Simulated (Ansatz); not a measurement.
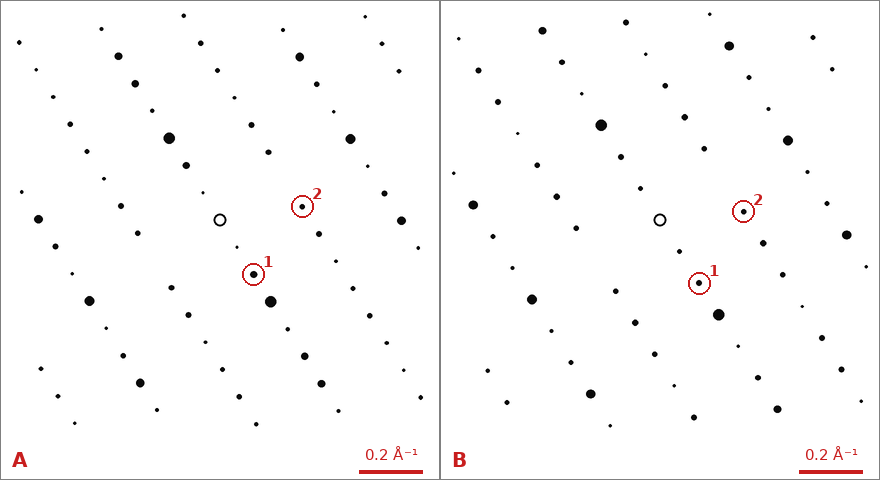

Kinematic electron diffraction patterns (200 kV, B = 0.5 Å², same scale) along [100] of the run's own cell, for the start and the end of one relaxation of SiSb2 with DFT PBE, scalar-relativistic, plane waves, PAW in Ansatz 0.2.0. k mesh 10×10×6. The start is a generated model structure, and the relaxation ends in the nearest stationary point of its symmetry, not necessarily the ground state. Spot 1 is 0 0 -2 and spot 2 is 0 1 -1 in both.

Start structure:

```
CELL_PARAMETERS angstrom
4.15524 0.00000 0.00000
0.00000 4.15524 0.00000
0.00000 0.00000 8.43054
ATOMIC_POSITIONS crystal
Si 0.50000 0.00000 0.31516
Si 0.00000 0.50000 0.68484
Sb 0.00000 0.00000 0.00000
Sb 0.50000 0.50000 0.00000
Sb 0.50000 0.00000 0.64471
Sb 0.00000 0.50000 0.35529
```

**Which pattern belongs to the start structure, and which to the relaxed one?**

B is the start: its cell gives d(1) = 4.215 Å, d(2) = 3.727 Å and an angle of 63.8°. A is the relaxed structure, with d(1) = 4.877 Å (+15.7 %), d(2) = 3.758 Å (+0.8 %) and 67.3°.

**Name reflections whose intensity changes strongly on relaxation.**

0 0 5 goes from 4.9 to 15 % of the strongest spot; 0 0 2 goes from 5.4 to 15 % of the strongest spot.

**Summarise the relaxation behind the change.**

The volume changed by +11.1 % to 26.96 Å³ an atom; with the mean shift removed, the atoms moved by up to 0.52 Å relative to the cell (Si most); the space group stayed P4/nmm (No. 129); the free energy fell by 28 meV an atom. Relaxed cell: a = 4.073 Å, b = 4.073 Å, c = 9.755 Å, α = 90.00°, β = 90.00°, γ = 90.00°.
